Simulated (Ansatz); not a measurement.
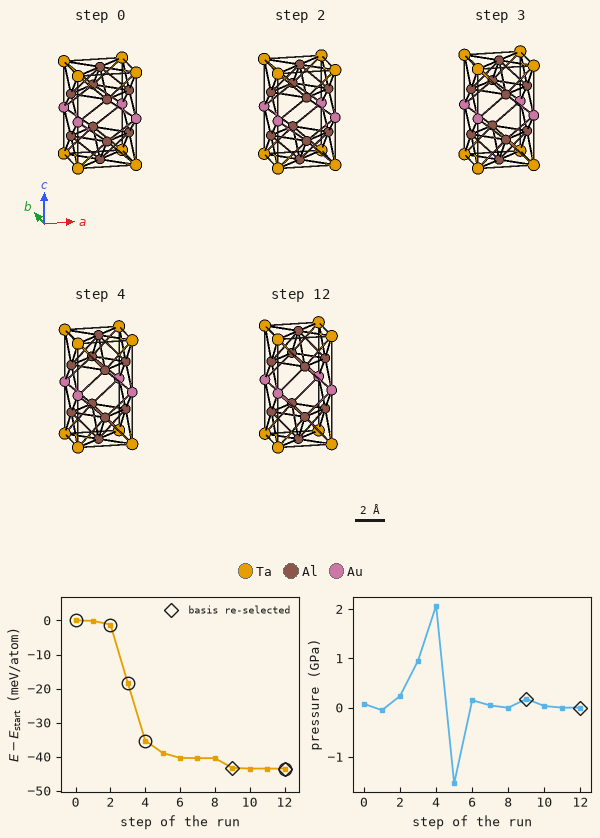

Frames of a relaxation of a crystal of TaAl5Au (a generated structure, set up in P4/mmm), marked on the history of the run. Style: ball-and-stick. Shown: the cell of the calculation, slightly off an axis.

Level of theory: Ansatz 0.2.0, DFT PBE, scalar-relativistic, plane waves, PAW. Set-up: plane-wave cutoff 420 eV; k-point mesh 10 × 10 × 6; occupations gaussian; smearing width 0.1 eV; no spin polarisation; cell and atoms relaxed; force threshold 0.01 eV/Å; at most 80 steps.

Q: What happens along the run?

A: Over 10 accepted moves (12 points after the start) the energy falls by 43.5 meV per atom. Largest force component: 0.01 eV/Å at the start, 0.00014 eV/Å at the end. Pressure: 0.08 GPa at the start and 0.00 GPa at the end. At 2 points the geometry stayed and the basis and grid were re-selected for the new cell (energy shift of 2.8 meV per atom at most each time). The largest moves relative to the cell, 0.033 Å, are those of Al atoms. Au and Ta stay in place. The drawn cell changes as follows: a = b 4.235 → 3.912 Å (−7.6 %), c 6.763 → 7.913 Å (+17.0 %); the volume changes by −0.2 %. Among the contacts that change: Al–Al 2.995 → 2.766 Å, Al–Ta 2.995 → 2.766 Å, Al–Al 2.805 → 2.884 Å, Al–Ta 2.805 → 2.884 Å. The space group stays P4/mmm (No. 123). From step 0 to 2: volume −0.2 %, energy −1.2 meV per atom. From step 2 to 3: volume −0.8 %, energy −17.2 meV per atom. From step 3 to 4: volume −1.1 %, energy −16.8 meV per atom. From step 4 to 12: Al atoms move most (0.03 Å), volume +2.0 %, energy −8.2 meV per atom.

| step | E − E(0), meV/atom | largest force component, eV/Å | pressure, GPa | volume, Å³/atom | note |
| --- | --- | --- | --- | --- | --- |
| 0 | 0.00 | 0.0100 | 0.08 | 17.331 |  |
| 1 | -0.11 | 0.0011 | -0.05 | 17.349 |  |
| 2 | -1.22 | 0.0375 | 0.24 | 17.300 |  |
| 3 | -18.42 | 0.0471 | 0.96 | 17.156 |  |
| 4 | -35.26 | 0.0665 | 2.07 | 16.962 |  |
| 5 | -38.88 | 0.0485 | -1.54 | 17.525 |  |
| 6 | -40.35 | 0.0128 | 0.15 | 17.245 |  |
| 7 | -40.42 | 0.0149 | 0.05 | 17.265 |  |
| 8 | -40.42 | 0.0002 | 0.00 | 17.270 |  |
| 9 | -43.27 | 0.0020 | 0.18 | 17.270 | same geometry, new basis |
| 10 | -43.48 | 0.0005 | 0.03 | 17.297 |  |
| 11 | -43.48 | 0.0001 | 0.00 | 17.302 |  |
| 12 | -43.49 | 0.0001 | 0.00 | 17.302 | same geometry, new basis |
